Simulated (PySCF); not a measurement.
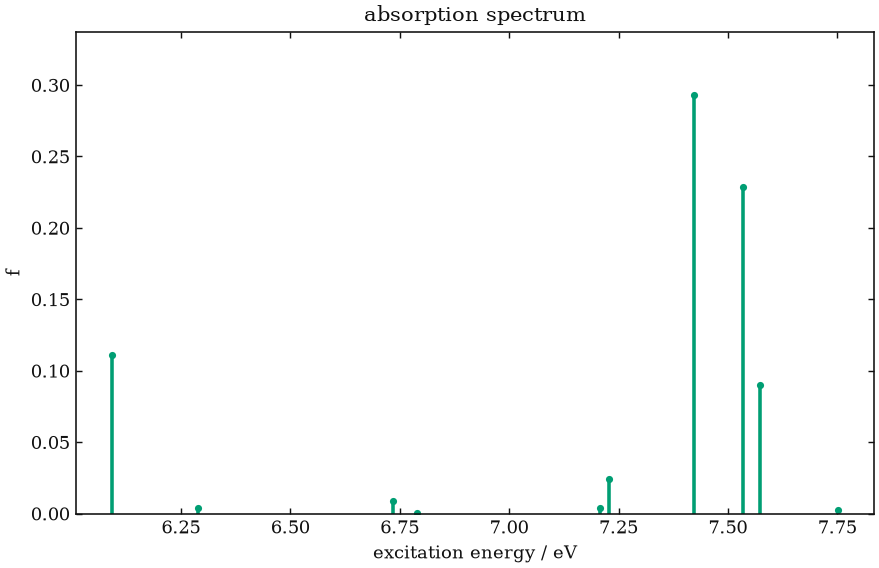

Vertical TDDFT excitations, CAM-B3LYP/def2-SVPD, PySCF 2.14.0, at a PBE0-D3(BJ)/def2-SVP geometry (no frequency check), gas phase. Only the first 10 singlet excitations are included.

**Which molecule gives this spectrum?**
A. C₅H₈OSi, SMILES [SiH3]Cc1ccoc1
B. C₃H₄FN, SMILES [H]/N=C/C=C\F
C. C₅H₆FNOSe, SMILES N#C[C@]1(F)C[Se]CCO1
D. C₇H₁₀, SMILES C=C/C=C/C(=C)C

Option A. Its lowest singlet lies at 6.09 eV (f = 0.111) and the brightest of those computed is S7 at 7.42 eV (167 nm), f = 0.293, mixed, the largest part being HOMO → LUMO+2 (32 %).

Note: one conformer of a flexible molecule; core orbitals are frozen in the response.
